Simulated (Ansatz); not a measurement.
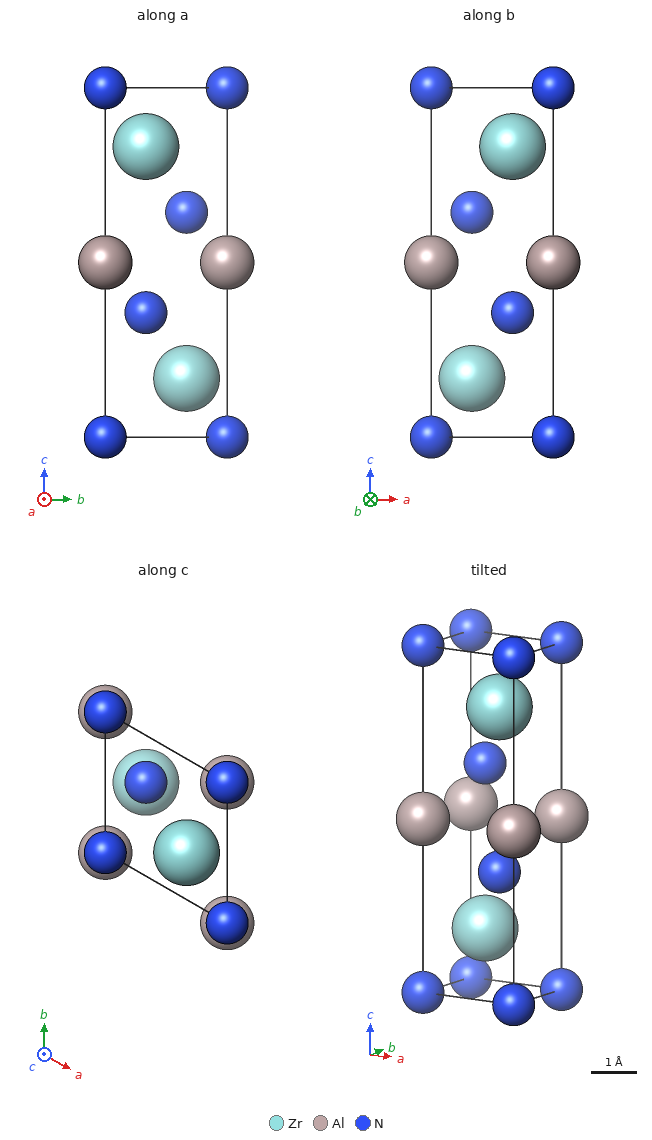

The image is a spheres-only drawing of a crystal, viewed along the a axis, along the b axis, along the c axis and slightly off an axis. The frame is the conventional unit cell; atoms at its boundary are shown with their periodic copies.

Lattice parameters: a = 3.135 Å, b = 3.135 Å, c = 7.781 Å, α = 90.00°, β = 90.00°, γ = 120.00°. Put a along x and b in the xy plane.

### Express the structure as a POSCAR file, with free fractional coordinates to two decimals.

```
Zr Al N
1.0
     3.135    0.000    0.000
    -1.568    2.715    0.000
     0.000    0.000    7.781
Zr Al N
2 1 3
Direct
  0.3333 0.6667 0.17
  0.6667 0.3333 0.83
  0.00 0.00 0.50
  0.3333 0.6667 0.64
  0.6667 0.3333 0.36
  0.00 0.00 0.00
```

Its origin is a structure type filled with these elements by a generator (whether the compound takes this form wasn't checked). This is the structure after a relaxation with Ansatz 0.2.0, DFT PBE, scalar-relativistic, plane waves, PAW.
